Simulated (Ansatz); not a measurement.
# Pressure series in Al

The reference is Al in the fcc (Cu type) structure (space group Fm-3m, No. 225; a = 3.992 Å).

Cell and atoms are relaxed at each pressure.

Level of theory: Kohn–Sham DFT with the r2SCAN functional, run in Ansatz (a program for electronic structure) with PAW and 500 eV plane waves, spin-orbit coupling left out.

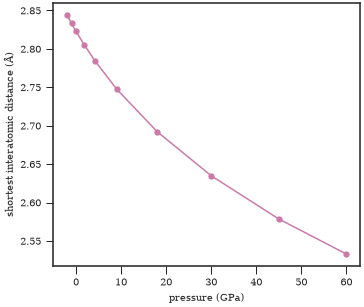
Figure: Shortest interatomic distance against pressure

Problem. From the plot, what is the shortest interatomic distance for pressure 60 GPa?

Solution. About 2.53 Å.

Problem. Is the trend monotonic over the range shown?

Solution. Yes, it falls throughout, spanning 2.533 Å to 2.844 Å.

Load acts through the strain it causes; cell and atoms are relaxed under it. Whether these cells are dynamically stable was not tested. No other phases were tried under pressure.
